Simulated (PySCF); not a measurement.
**C2H6BClSi (SMILES BC1C[SiH]1Cl) at 6 levels**

Wanted: a comparison of 6 runs (HF/3-21G, B3LYP/6-31G*, PBE0/def2-SVP, r2SCAN/def2-TZVP, MP2/pcseg-1) of C2H6BClSi. The job is set up through a Python script.

The results are computed with PySCF 2.14.0.

**1. Starting point**

The species is C2H6BClSi (11 atoms), meant as a singlet with charge 0. SMILES: `BC1C[SiH]1Cl`. Geometry: relaxed at PBE0-D4/def2-TZVP.

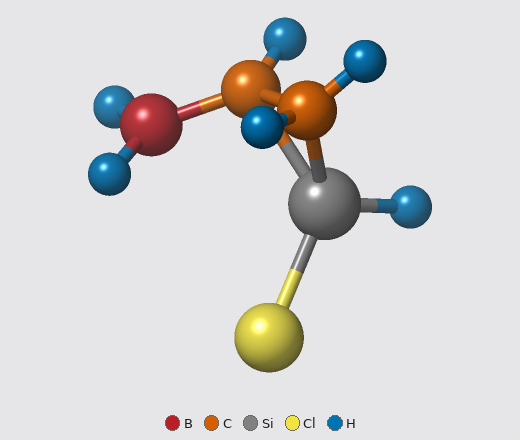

Viewed from a chosen angle; boron red, carbon orange, silicon grey, chlorine yellow, hydrogen blue.

**2. Energy and gradient at HF/3-21G (run 1)**

The input, run.py:

```python
# BC1C[SiH]1Cl
from pyscf import gto

mol = gto.M(
    atom=[
    ('B', (-0.792000, -0.327700, 1.372500)),
    ('C', (0.067500, 0.583300, 0.545600)),
    ('C', (1.304100, 0.127400, -0.269200)),
    ('Si', (-0.232500, -0.011700, -1.227900)),
    ('Cl', (-1.029200, -1.817900, -1.718800)),
    ('H', (-0.565200, -1.504200, 1.422700)),
    ('H', (-1.748600, 0.114500, 1.940200)),
    ('H', (-0.089000, 1.660300, 0.590800)),
    ('H', (1.762600, -0.791500, 0.084100)),
    ('H', (2.024200, 0.901700, -0.511800)),
    ('H', (-0.636500, 1.009000, -2.207600)),
],
    charge=0,
    verbose=4,
    basis='3-21g',
    max_memory=1860,
)

mf = mol.RHF()
mf.conv_tol = 1e-10
mf.kernel()
if not mf.converged:
    mf = mf.newton().run(mf.mo_coeff, mf.mo_occ)

e_final = mf.e_tot
print(f'total energy: {e_final:.8f} hartree')
grad = mf.nuc_grad_method().kernel()
mf.analyze()
```

The run is started by

```bash
$ OMP_NUM_THREADS=1 python run.py
```

The program printed:

```text
PySCF version 2.14.0

[... 81 lines left out ...]
Total Energy =                        -848.010270294973111
[... 8 lines left out ...]
MO #2   energy= -68.372115790616   occ= 2
[... 6 lines left out ...]
MO #9   energy= -7.55209912345323  occ= 2
[... 6 lines left out ...]
MO #16  energy= -0.854471017361405 occ= 2
[... 6 lines left out ...]
MO #23  energy= -0.499934336019921 occ= 2
[... 6 lines left out ...]
MO #30  energy= 0.165417161771609  occ= 0
[... 6 lines left out ...]
MO #37  energy= 0.373300770891681  occ= 0
[... 6 lines left out ...]
MO #44  energy= 0.653717314604221  occ= 0
[... 6 lines left out ...]
MO #51  energy= 0.970555531906926  occ= 0
[... 6 lines left out ...]
MO #58  energy= 1.33299084404243   occ= 0
[... 6 lines left out ...]
MO #65  energy= 2.15466689914855   occ= 0
[... 40 lines left out ...]
pop of  3 Si 4py          0.01788
pop of  3 Si 4pz          0.01387
pop of  4 Cl 1s           1.99999
pop of  4 Cl 2s           1.99967
pop of  4 Cl 3s           1.85539
pop of  4 Cl 4s           0.00235
pop of  4 Cl 2px          1.99993
pop of  4 Cl 2py          1.99988
pop of  4 Cl 2pz          1.99992
pop of  4 Cl 3px          1.88542
pop of  4 Cl 3py          1.62455
pop of  4 Cl 3pz          1.91515
pop of  4 Cl 4px          0.00198
pop of  4 Cl 4py          0.00123
pop of  4 Cl 4pz          0.00187
pop of  5 H 1s            1.01523
pop of  5 H 2s            0.00346
pop of  6 H 1s            1.01208
pop of  6 H 2s            0.00341
pop of  7 H 1s            0.86971
pop of  7 H 2s            0.00973
pop of  8 H 1s            0.86334
pop of  8 H 2s            0.01035
pop of  9 H 1s            0.86659
pop of  9 H 2s            0.01022
pop of  10 H 1s           1.06915
pop of  10 H 2s           0.00226
 ** Mulliken atomic charges  **
charge of    0B =     -0.00066
charge of    1C =     -0.35640
charge of    2C =     -0.40308
charge of    3Si =      0.78302
charge of    4Cl =     -0.28734
charge of    5H =     -0.01868
charge of    6H =     -0.01549
charge of    7H =      0.12056
charge of    8H =      0.12631
charge of    9H =      0.12319
charge of   10H =     -0.07141
Dipole moment(X, Y, Z, Debye):  1.46000,  2.37922, -0.74122
```

It took 4.2 s on 1 thread of Intel Xeon at 2.70GHz, shared host; peak memory 0.14 GiB.

**3. Energy and forces at B3LYP/6-31G(d) (spherical functions) (run 2)**

The input, job.py:

```python
import pyscf.grad
from pyscf import gto, dft

molecule = gto.M(
    atom='''
B       -0.792000      -0.327700       1.372500
C        0.067500       0.583300       0.545600
C        1.304100       0.127400      -0.269200
Si      -0.232500      -0.011700      -1.227900
Cl      -1.029200      -1.817900      -1.718800
H       -0.565200      -1.504200       1.422700
H       -1.748600       0.114500       1.940200
H       -0.089000       1.660300       0.590800
H        1.762600      -0.791500       0.084100
H        2.024200       0.901700      -0.511800
H       -0.636500       1.009000      -2.207600
''',
    spin=0,
    verbose=4,
    max_memory=1860,
    basis='6-31g*',
)

myscf = dft.RKS(molecule)
myscf.xc = 'b3lyp'
myscf.conv_tol = 1e-10
myscf.grids.level = 5
myscf.kernel()
if not myscf.converged:
    myscf = myscf.newton().run(myscf.mo_coeff, myscf.mo_occ)

etot = myscf.e_tot
print(f'total energy: {etot:.8f} hartree')
grad = myscf.Gradients().kernel()
dip = myscf.dip_moment()
pop, q = myscf.mulliken_pop()
```

The run is started by

```bash
$ OMP_NUM_THREADS=1 python job.py
```

The program printed:

```text
PySCF version 2.14.0

[... 81 lines left out ...]
converged SCF energy = -854.356996029904
total energy: -854.35699603 hartree
[... 12 lines left out ...]
Dipole moment(X, Y, Z, Debye):  1.31188,  1.70062, -1.01541
[... 63 lines left out ...]
pop of  4 Cl 3s           1.40952
pop of  4 Cl 4s           0.54500
pop of  4 Cl 2px          1.99154
pop of  4 Cl 2py          1.98998
pop of  4 Cl 2pz          1.99169
pop of  4 Cl 3px          1.25456
pop of  4 Cl 3py          1.12133
pop of  4 Cl 3pz          1.27373
pop of  4 Cl 4px          0.58778
pop of  4 Cl 4py          0.41820
pop of  4 Cl 4pz          0.59845
pop of  4 Cl 3dxy         0.00575
pop of  4 Cl 3dyz         0.00387
pop of  4 Cl 3dz^2        0.00252
pop of  4 Cl 3dxz         0.00079
pop of  4 Cl 3dx2-y2      0.00521
pop of  5 H 1s            0.52349
pop of  5 H 2s            0.50070
pop of  6 H 1s            0.52218
pop of  6 H 2s            0.50668
pop of  7 H 1s            0.52271
pop of  7 H 2s            0.30247
pop of  8 H 1s            0.51986
pop of  8 H 2s            0.28430
pop of  9 H 1s            0.52291
pop of  9 H 2s            0.29874
pop of  10 H 1s           0.50659
pop of  10 H 2s           0.51768
 ** Mulliken atomic charges  **
charge of    0B =      0.01566
charge of    1C =     -0.29648
charge of    2C =     -0.44819
charge of    3Si =      0.45394
charge of    4Cl =     -0.19660
charge of    5H =     -0.02419
charge of    6H =     -0.02887
charge of    7H =      0.17482
charge of    8H =      0.19584
charge of    9H =      0.17835
charge of   10H =     -0.02427
```

Run time: 57 s. Hardware: 1 thread of Intel Xeon at 2.70GHz, shared host; peak memory 0.89 GiB.

Runs 3 to 4 aren't shown in full; the table further down has their settings and results.

**4. Energy and gradient at r2SCAN/def2-TZVP (run 5)**

The input, job.py:

```python
from pyscf import gto, dft

mol = gto.M(
    atom='''
B   -0.792000  -0.327700   1.372500
C    0.067500   0.583300   0.545600
C    1.304100   0.127400  -0.269200
Si  -0.232500  -0.011700  -1.227900
Cl  -1.029200  -1.817900  -1.718800
H   -0.565200  -1.504200   1.422700
H   -1.748600   0.114500   1.940200
H   -0.089000   1.660300   0.590800
H    1.762600  -0.791500   0.084100
H    2.024200   0.901700  -0.511800
H   -0.636500   1.009000  -2.207600
''',
    verbose=4,
    basis='def2-tzvp',
    max_memory=1860,
)

mf = dft.RKS(mol, xc='r2scan')
mf.conv_tol = 1e-10
mf.grids.level = 5
mf.kernel()
if not mf.converged:
    mf = mf.newton().run(mf.mo_coeff, mf.mo_occ)

e_final = mf.e_tot
print('Final energy', e_final)
grad = mf.nuc_grad_method().kernel()
mf.analyze()
```

The run is started by

```bash
$ OMP_NUM_THREADS=1 python job.py
```

The program printed:

```text
PySCF version 2.14.0

[... 113 lines left out ...]
MO #5   energy= -9.37803117381003  occ= 2
[... 17 lines left out ...]
MO #23  energy= -0.333569139793925 occ= 2
[... 17 lines left out ...]
MO #41  energy= 0.164457843202414  occ= 0
[... 17 lines left out ...]
MO #59  energy= 0.424623223597103  occ= 0
[... 17 lines left out ...]
MO #77  energy= 0.743722948280244  occ= 0
[... 17 lines left out ...]
MO #95  energy= 1.15417849975188   occ= 0
[... 17 lines left out ...]
MO #113 energy= 1.66884849129518   occ= 0
[... 17 lines left out ...]
MO #131 energy= 2.06182845159717   occ= 0
[... 17 lines left out ...]
MO #149 energy= 2.47226118373948   occ= 0
[... 17 lines left out ...]
MO #167 energy= 3.0926382342131    occ= 0
[... 17 lines left out ...]
MO #185 energy= 4.02707142166358   occ= 0
[... 17 lines left out ...]
MO #203 energy= 25.0888100458918   occ= 0
[... 178 lines left out ...]
pop of  6 H 2px           0.00074
pop of  6 H 2py           0.00015
pop of  6 H 2pz           0.00028
pop of  7 H 1s            0.85281
pop of  7 H 2s            0.00438
pop of  7 H 3s            0.00252
pop of  7 H 2px           0.00018
pop of  7 H 2py           0.00061
pop of  7 H 2pz           0.00043
pop of  8 H 1s            0.84608
pop of  8 H 2s            0.00456
pop of  8 H 3s            0.00269
pop of  8 H 2px           0.00024
pop of  8 H 2py           0.00051
pop of  8 H 2pz           0.00025
pop of  9 H 1s            0.84947
pop of  9 H 2s            0.00450
pop of  9 H 3s            0.00256
pop of  9 H 2px           0.00038
pop of  9 H 2py           0.00033
pop of  9 H 2pz           0.00031
pop of  10 H 1s           1.06245
pop of  10 H 2s           0.00512
pop of  10 H 3s           0.00072
pop of  10 H 2px          0.00045
pop of  10 H 2py          0.00196
pop of  10 H 2pz          0.00194
 ** Mulliken atomic charges  **
charge of    0B =     -0.11591
charge of    1C =     -0.34647
charge of    2C =     -0.45736
charge of    3Si =      0.79868
charge of    4Cl =     -0.24806
charge of    5H =      0.00395
charge of    6H =      0.01060
charge of    7H =      0.13908
charge of    8H =      0.14567
charge of    9H =      0.14246
charge of   10H =     -0.07264
Dipole moment(X, Y, Z, Debye):  1.18431,  1.35398, -1.22477
```

Run time: 7.1 min. Hardware: 1 thread of Intel Xeon at 2.70GHz, shared host; peak memory 1.7 GiB.

**5. Energy and forces at MP2/pcseg-1 (run 6)**

The input, calc.py:

```python
from pyscf import gto, mp

system = gto.M(
    atom='''
B   -0.792000  -0.327700   1.372500
C    0.067500   0.583300   0.545600
C    1.304100   0.127400  -0.269200
Si  -0.232500  -0.011700  -1.227900
Cl  -1.029200  -1.817900  -1.718800
H   -0.565200  -1.504200   1.422700
H   -1.748600   0.114500   1.940200
H   -0.089000   1.660300   0.590800
H    1.762600  -0.791500   0.084100
H    2.024200   0.901700  -0.511800
H   -0.636500   1.009000  -2.207600
''',
    verbose=3,
    basis='pcseg-1',
    charge=0,
    max_memory=1860,
)

mf = system.RHF()
mf.conv_tol = 1e-10
mf.kernel()
if not mf.converged:
    mf = mf.newton().run(mf.mo_coeff, mf.mo_occ)

pt = mp.MP2(mf, frozen=13).run()
e_final = pt.e_tot
print('E(%s) = %.9f' % ('MP2', e_final))
grad = pt.nuc_grad_method().kernel()
mf.analyze()
```

The run is started by

```bash
$ OMP_NUM_THREADS=1 python calc.py
```

The program printed:

```text
converged SCF energy = -852.252939118191
[... 20 lines left out ...]
MO #9   energy= -7.58103262513428  occ= 2
[... 8 lines left out ...]
MO #18  energy= -0.685395725128465 occ= 2
[... 8 lines left out ...]
MO #27  energy= -0.358183170029923 occ= 2
[... 8 lines left out ...]
MO #36  energy= 0.250263180339256  occ= 0
[... 8 lines left out ...]
MO #45  energy= 0.46857841682424   occ= 0
[... 8 lines left out ...]
MO #54  energy= 0.727894003571554  occ= 0
[... 8 lines left out ...]
MO #63  energy= 0.925216132212789  occ= 0
[... 8 lines left out ...]
MO #72  energy= 1.23854239402547   occ= 0
[... 8 lines left out ...]
MO #81  energy= 1.98442971712553   occ= 0
[... 8 lines left out ...]
MO #90  energy= 2.34085156573748   occ= 0
[... 8 lines left out ...]
MO #99  energy= 2.78680397588768   occ= 0
[... 8 lines left out ...]
MO #108 energy= 3.7090379873268    occ= 0
[... 12 lines left out ...]
Dipole moment(X, Y, Z, Debye):  1.11574,  1.66809, -1.05051
```

It took 44 s on 1 thread of Intel Xeon at 2.70GHz, shared host; peak memory 0.89 GiB.

**6. The series**

| run | level | integration grid | Cartesian functions | energy (Eh) | dipole moment (D) of the reference | HOMO energy (eV) | LUMO energy (eV) | wall time |
| --- | --- | --- | --- | --- | --- | --- | --- | --- |
| 1 | HF/3-21G | – | no | -848.010270 | 2.89 | -9.85 | 2.82 | 4.2 s |
| 2 | B3LYP/6-31G* (spherical functions) | 5 | no | -854.356996 | 2.38 | -6.93 | -0.66 | 57 s |
| 3 | B3LYP/6-31G* (Cartesian functions) | 5 | yes | -854.363851 | 2.37 | -6.93 | -0.66 | 58 s |
| 4 | PBE0/def2-SVP | 5 | no | -853.644324 | 2.22 | -7.27 | -0.70 | 75 s |
| 5 | r2SCAN/def2-TZVP | 5 | no | -854.304295 | 2.18 | -6.39 | -1.42 | 7.1 min |
| 6 | MP2/pcseg-1 | – | no | -852.834017 | 2.27 | -9.75 | 2.49 | 44 s |

**7. Outcome**

```
                                           quantity          value
                                run 6: total energy  -852.83402 Eh
        run 6: dipole moment (Hartree–Fock density)         2.27 D
         run 6: HOMO energy (Hartree–Fock orbitals)       -9.75 eV
         run 6: LUMO energy (Hartree–Fock orbitals)        2.49 eV
       run 6: HOMO–LUMO gap (Hartree–Fock orbitals)       12.23 eV
run 6: correlation energy (13 core orbitals frozen)     -581.1 mEh
                    run 6: largest force on an atom     0.513 eV/Å
```

In words: Over runs 1, 2, 3, 4, 5 the dipole moment (its size) runs from 2.18 D (r2SCAN/def2-TZVP) to 2.89 D (HF/3-21G). The two ends differ in method and basis. Over runs 1, 2, 3, 4, 5 the HOMO–LUMO gap runs from 4.97 eV (r2SCAN/def2-TZVP) to 12.67 eV (HF/3-21G). Totals of different functionals can't be ranked against each other. All runs together took 11 min, the longest 7.1 min.
